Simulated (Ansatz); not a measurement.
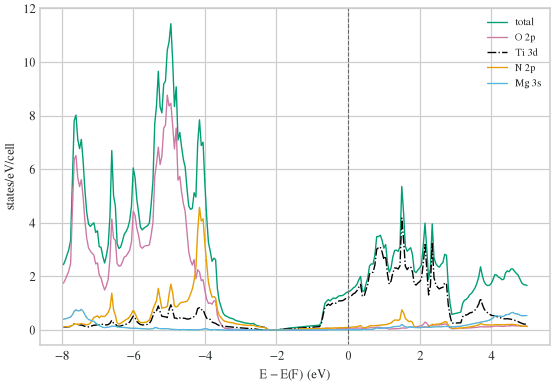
Figure: Total and projected density of states of Mg3TiNO3 in space group P4/mmm (No. 123; Pearson symbol tP8), plane-wave PAW PBE (Ansatz code)

Problem. Which orbitals carry the states next to the Fermi level?

Solution. Within 0.5 eV of the Fermi level: Ti 3d 86 %, N 2p 7 %. Projections are on Löwdin-orthogonalised atomic valence shells; empty p or d shells of many metals are not among them.

Problem. Where is the tallest occupied peak in this window, and what makes it?

Solution. Near -4.9 eV, about 11 states/eV per cell; the largest projected share is O 2p.

The start of the workflow was typed in or built on a structure type; neither database checked (COD, Materials Project) lists it. Whether it is the stable phase at ambient conditions was not checked. The cell was relaxed with PBE under the symmetry of its start; whether a distortion lowers the energy is not shown. The workflow began spin-polarised and lost its moments. The cell computed holds one magnetic atom, so no antiferromagnetic order was within reach. The compound may be a true metal, but semilocal functionals without U, or a wrong spin order, can also close a gap.

Potentials: the earlier of the program's two PAW sets.
